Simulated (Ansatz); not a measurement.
**Run report: CH3BCl2Se, single-point calculation**

The run: single-point calculation of CH3BCl2Se, SMILES C[Se]B(Cl)Cl. Method and program: RKS PBE0-D4/def2-TZVPP (Ansatz 0.2.0).

The geometry comes from this level: PBE0-D4/def2-TZVP.

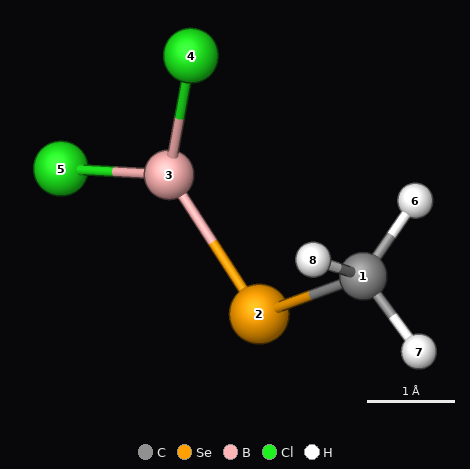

Fig. 1: The structure as given in the input (ball-and-stick view, seen at a tilt; atoms are numbered from 1 in the order of the input). Bond lengths as drawn: B–Cl 1.75 Å, B–Se 1.92 Å, C–H 1.09 Å and C–Se 1.95 Å.

### Summary

- outcome: converged
- total energy: −92143.6368 eV
- mean-field energy: −92143.4183 eV
- dispersion energy: −0.2185 eV
- SCF solution under orbital rotations: stable
- HOMO: −7.32 eV
- LUMO: −1.24 eV
- hardware: 4 threads of Arm Neoverse V2, 23 GiB of memory available, shared host
- wall time: 3.1 s (CPU time 12 s)
- peak memory: 0.82 GiB

### The input
```yaml
crystal:
  periodic: [false, false, false]
  atoms:
    - {symbol: C, position_ang: [-0.127780, 0.633516, 1.206096]}
    - {symbol: Se, position_ang: [-1.239795, 0.111846, -0.305454]}
    - {symbol: B, position_ang: [0.052465, -0.735993, -1.437512]}
    - {symbol: Cl, position_ang: [1.740623, -0.882797, -1.006966]}
    - {symbol: Cl, position_ang: [-0.507197, -1.382924, -2.962423]}
    - {symbol: H, position_ang: [0.313948, -0.249385, 1.661127]}
    - {symbol: H, position_ang: [-0.788071, 1.129729, 1.914957]}
    - {symbol: H, position_ang: [0.647908, 1.319009, 0.874275]}
basis:
  gaussian: {orbitals: def2-TZVPP}
hamiltonian: {xc: pbe0, dispersion: d4}
output: {orbitals: {seedname: orbitals}}
```

Launch command:
```bash
ansatz run in.yaml --threads 4 --pin off --events-out ev --progress --plain --max-ram 10444MiB
```

### The program's output
```
Functional definition: PBE0
  name "PBE0"
  cite "Adamo & Barone, J. Chem. Phys. 110, 6158 (1999) doi:10.1063/1.478522"
  cite "Perdew, Burke & Ernzerhof, Phys. Rev. Lett. 77, 3865 (1996) doi:10.1103/PhysRevLett.77.3865"
  parent pbe
  parameter a = 0.25
  parameter kappa = 0.804
  parameter beta = 0.06672455060314922
  exchange = (1 - a)*pbe_x(kappa = kappa, mu = beta*pi^2/3) + a*exact_x
  correlation = pbe_c(beta = beta)
1588 factors; their error is unknown
mean field evaluation 1: about -92138.6173 eV, gradient 4.4e1 eV
mean field evaluation 2: about -92136.0422 eV, gradient 5.2e1 eV
mean field evaluation 4: about -92142.9397 eV, gradient 1.8e0 eV
mean field evaluation 8: about -92142.9460 eV, gradient 5.9e-2 eV
mean field evaluation 16: about -92143.4183 eV, gradient 1.5e-4 eV
mean field -92143.41826134 eV, -3386.2081640523 hartree, gradient 1.8e-5 eV, S^2 0.000000; 0 other end points of the search recorded, 0 dependent functions left out
reference -92143.41829087 eV, -3386.2081651373 hartree; 41, 41 occupied and 195, 195 virtual orbitals, 1588 factors
Total energy: -92143.63679067 eV, -3386.2161948568 hartree
```

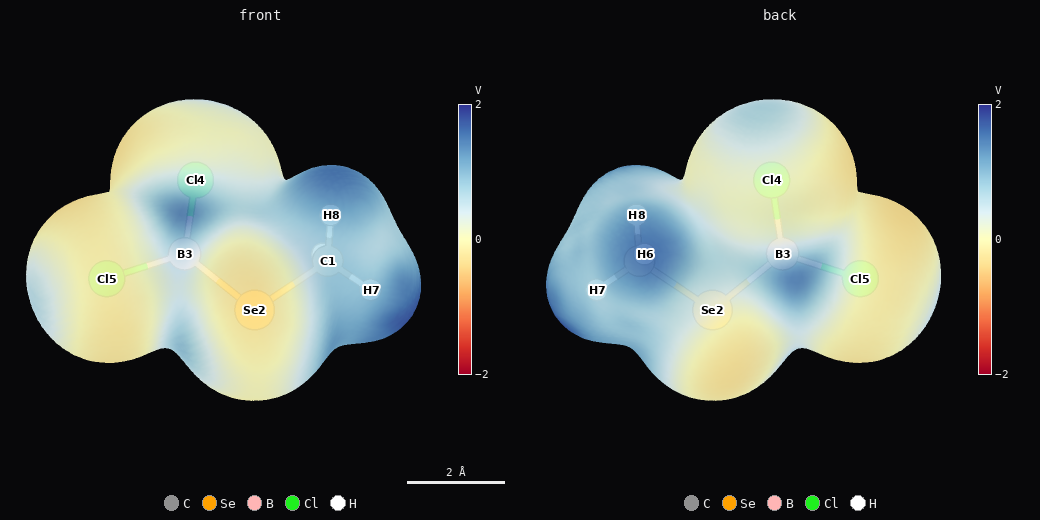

Fig. 2: The electrostatic potential painted on the density surface at 0.004 e/bohr³, seen at a tilt and from behind; red is negative and blue positive. A positive charge is drawn to the negative regions and a negative charge to the positive ones.

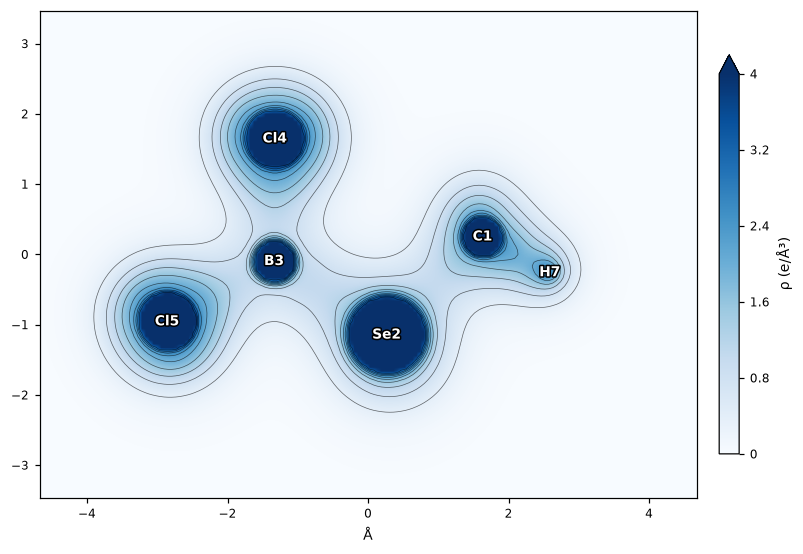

Fig. 3: Electron density on the plane of atoms C1, Se2 and B3. Atoms in the plane: C, Se, B, Cl and H. B–Cl (1.75 Å): ρ is about 1.4 e/Å³ halfway. C–Se (1.95 Å): ρ is about 1 e/Å³ halfway.

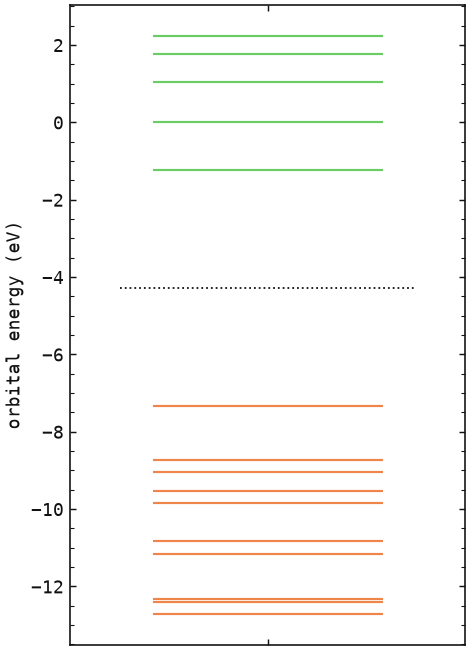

Fig. 4: Orbital energies near the frontier; the dotted line parts filled from empty levels, and levels within 0.02 eV of each other stand side by side. Highest filled −7.32 eV, lowest empty −1.24 eV, 6.08 eV apart.
